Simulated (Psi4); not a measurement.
**r2SCAN/cc-pVDZ run of BNH3F3 (SMILES [NH3+][B-](F)(F)F)**

Aim: the energy change on altering one bond length of BNH3F3 at r2SCAN/cc-pVDZ, from 2 runs. 

Program for the calculation: Psi4 1.11.

2 further runs of the same task are left out: 2 set aside as unsound or not needed.

**1. The structure to begin with**

BNH3F3: 8 atoms, total charge 0, spin state singlet. SMILES: `[NH3+][B-](F)(F)F`. Geometry: relaxed at PBE0-D4/def2-TZVP.

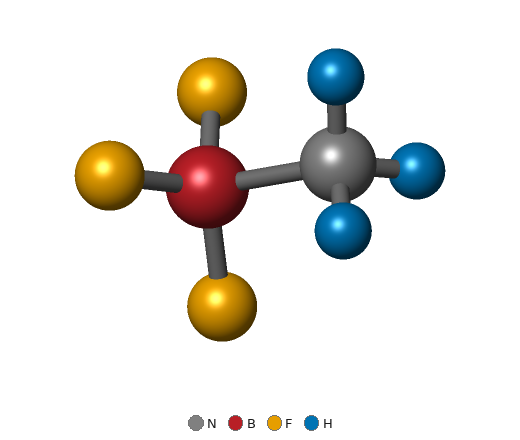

Viewed from a chosen angle; nitrogen grey, boron red, fluorine amber, hydrogen blue.

**2. The energy at r2SCAN/cc-pVDZ**

job.inp reads:

```
memory 1600 mb

molecule {
  0 1
  N
  B 1 1.673941
  F 2 1.368133 1 104.14444
  F 2 1.368182 3 114.23755 1 -112.93299
  F 2 1.368187 3 114.23723 4 -134.12813
  H 1 1.015175 2 110.08688 3 -179.95366
  H 1 1.015249 6 108.85079 2 120.74247
  H 1 1.015252 6 108.85351 7 118.51466
  units angstrom
  symmetry c1
  no_reorient
  no_com
}

set globals {
  basis cc-pVDZ
  puream true
  e_convergence 1e-09
  d_convergence 1e-08
  scf_type pk
  dft_radial_points 99
  dft_spherical_points 590
}

e, wfn = energy("r2scan", return_wfn=True)
```

Command:

```
psi4 job.inp job.out -n 1
```

job.out:

```text
[...]
  Running in c1 symmetry.
[...]
  Nuclear repulsion =  191.439138728924405
[...]
  Multiplicity = 1
[...]
  Nalpha       = 21
  Nbeta        = 21
[...]
    Number of basis functions: 85
[...]
   @RKS iter   1:  -380.75327024275032   -3.81181e-01   9.57744e-03 DIIS/ADIIS
[...]
   @RKS iter  10:  -380.99413799983239   -1.30740e-12   9.78520e-09 DIIS
[...]
    Orbital Energies [Eh]
    ---------------------
    Doubly Occupied:
       1A    -24.448004     2A    -24.447976     3A    -24.447965
       4A    -14.266382     5A     -6.727276     6A     -1.141511
       7A     -1.099959     8A     -1.099932     9A     -0.932595
      10A     -0.536546    11A     -0.536532    12A     -0.512522
      13A     -0.449851    14A     -0.431074    15A     -0.431062
      16A     -0.341924    17A     -0.341921    18A     -0.319982
      19A     -0.319966    20A     -0.315836    21A     -0.296883
[...]
  @RKS Final Energy:  -380.99413799983239
   => Energetics <=
    Nuclear Repulsion Energy =            191.4391387289244051
    One-Electron Energy =                -909.8146533471057182
    Two-Electron Energy =                 380.9118102490814408
    DFT Exchange-Correlation Energy =     -43.5304336307324959
    Empirical Dispersion Energy =           0.0000000000000000
    VV10 Nonlocal Energy =                  0.0000000000000000
    Total Energy =                       -380.9941379998323896
[...]
 Multipole Moments:
 ------------------------------------------------------------------------------------
     Multipole            Electronic (a.u.)      Nuclear  (a.u.)        Total (a.u.)
 ------------------------------------------------------------------------------------
 L = 1.  Multiply by 2.5417464519 to convert [e a0] to [Debye]
 Dipole X            :          0.0000049           -0.0000449           -0.0000400
 Dipole Y            :          0.0000058           -0.0002962           -0.0002904
 Dipole Z            :          4.3073931           -6.7496699           -2.4422768
 Magnitude           :                                                    2.4422768
[...]
```

It took 22 s on 1 thread of Intel Xeon 6975P-C (Granite Rapids), shared host; peak memory 1.1 GiB.

**3. The distorted shape: energy and gradient at r2SCAN/cc-pVDZ**

job.in reads:

```
memory 1.6 GB

molecule {
  0 1
  N
  B 1 r2
  F 2 r3 1 a3
  F 2 r4 3 a4 1 d4
  F 2 r5 3 a5 4 d5
  H 1 r6 2 a6 3 d6
  H 1 r7 6 a7 2 d7
  H 1 r8 6 a8 2 d8

  r2 = 1.673941
  r3 = 1.368133
  a3 = 104.14444
  r4 = 1.368182
  a4 = 114.23755
  d4 = -112.93299
  r5 = 1.368187
  a5 = 114.23723
  d5 = -134.12813
  r6 = 1.015175
  a6 = 110.08688
  d6 = -179.95366
  r7 = 1.8274
  a7 = 108.85081
  d7 = 120.74248
  r8 = 1.015252
  a8 = 108.85351
  d8 = -120.74287
  symmetry c1
}

set {
  basis                cc-pVDZ
  reference            rks
  puream               true
  e_convergence        1e-09
  d_convergence        1e-08
  scf_type             pk
  dft_radial_points    99
  dft_spherical_points 590
}

energy_value, wavefunction = gradient("r2scan", return_wfn=True)
oeprop(wavefunction, "DIPOLE", "MULLIKEN_CHARGES", "MAYER_INDICES", title="R2SCAN")
print_variables()
```

Command:

```
psi4 job.in job.out -n 1
```

job.out, cut to the lines that bear on the results:

```text
[...]
  Running in c1 symmetry.
[...]
  Nuclear repulsion =  188.594278629229763
[...]
  Multiplicity = 1
[...]
  Nalpha       = 21
  Nbeta        = 21
[...]
    Number of basis functions: 85
[...]
   @RKS iter   1:  -380.48783602316996   -3.51458e-01   1.04069e-02 DIIS/ADIIS
[...]
   @RKS iter  12:  -380.85652733722742   -8.17408e-11   7.08320e-09 DIIS
[...]
  @RKS Final Energy:  -380.85652733722742
   => Energetics <=
    Nuclear Repulsion Energy =            188.5942786292297626
    One-Electron Energy =                -904.3399674558061179
    Two-Electron Energy =                 378.2251234671778661
    DFT Exchange-Correlation Energy =     -43.3359619778289087
    Empirical Dispersion Energy =           0.0000000000000000
    VV10 Nonlocal Energy =                  0.0000000000000000
    Total Energy =                       -380.8565273372274191
[...]
  -Total Gradient:
     Atom            X                  Y                   Z
    ------   -----------------  -----------------  -----------------
       1        0.055825612863     0.032239476386     0.000555256556
       2        0.016394541000     0.009407477412     0.006705705834
       3       -0.002120933677     0.009544152446    -0.003597964830
       4       -0.011770018015    -0.006783406001     0.004033904218
       5        0.007188022983    -0.006589039530    -0.003598742879
       6        0.007156041778    -0.006996313658     0.010930467282
       7       -0.070312757287    -0.040517920019    -0.025994991025
       8       -0.002410579353     0.009666292629     0.010910464527
[...]
 Multipole Moments:
 ------------------------------------------------------------------------------------
     Multipole            Electronic (a.u.)      Nuclear  (a.u.)        Total (a.u.)
[...]
  Mulliken Charges: (a.u.)
   Center  Symbol    Alpha    Beta     Spin     Total
       1     N     3.56081  3.56081  0.00000 -0.12162
       2     B     2.39615  2.39615  0.00000  0.20771
       3     F     4.60530  4.60530  0.00000 -0.21061
       4     F     4.59501  4.59501  0.00000 -0.19003
       5     F     4.60534  4.60534  0.00000 -0.21067
       6     H     0.42316  0.42316  0.00000  0.15368
       7     H     0.39109  0.39109  0.00000  0.21782
       8     H     0.42315  0.42315  0.00000  0.15371
   Total alpha = 21.00000, Total beta = 21.00000, Total charge = -0.00000
[...]
```

Run time: 31 s. Hardware: 1 thread of Intel Xeon 6975P-C (Granite Rapids), shared host; peak memory 1.1 GiB.

**4. What came out**

Level: r2SCAN/cc-pVDZ.

```
                                                         quantity          value
                                        first shape: total energy  -380.99414 Eh
                                       first shape: dipole moment         6.21 D
                                         first shape: HOMO energy       -8.08 eV
                                         first shape: LUMO energy        0.44 eV
                                       first shape: HOMO–LUMO gap        8.52 eV
                                    distorted shape: total energy  -380.85653 Eh
                                   distorted shape: dipole moment         6.13 D
                                     distorted shape: HOMO energy       -8.05 eV
                                     distorted shape: LUMO energy       -5.37 eV
                                   distorted shape: HOMO–LUMO gap        2.68 eV
                        distorted shape: largest force on an atom     4.382 eV/Å
energy change with the N1–H7 bond stretched from 1.015 to 1.827 Å       3.745 eV
```

**Reading.** With the N1–H7 bond stretched from 1.015 to 1.827 Å the energy rises by 3.74 eV (361 kJ/mol). The first shape isn't relaxed at this level, so the change isn't measured from a minimum.
